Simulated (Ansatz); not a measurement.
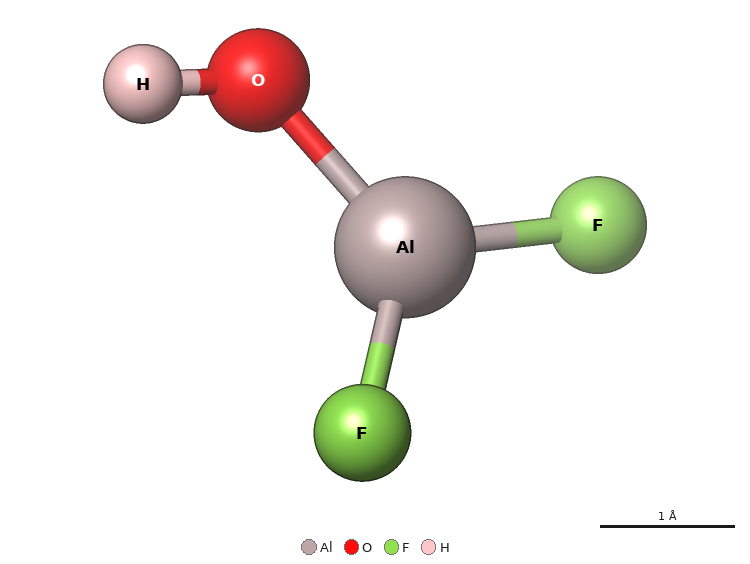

Depth is shown by fading: the farther an atom, the more it takes the colour of the background. The computed structure is the end point of a PBE0-D4/def2-TZVP optimisation. Masses are those of the most abundant isotopes; constants are for the rigid equilibrium geometry.

**What kind of rotor is it, and what are its rotational constants in GHz?**

An asymmetric top (Cs): A = 6.68, B = 6.62, C = 3.33 GHz. Ray's parameter κ is 0.97, close to the oblate limit.
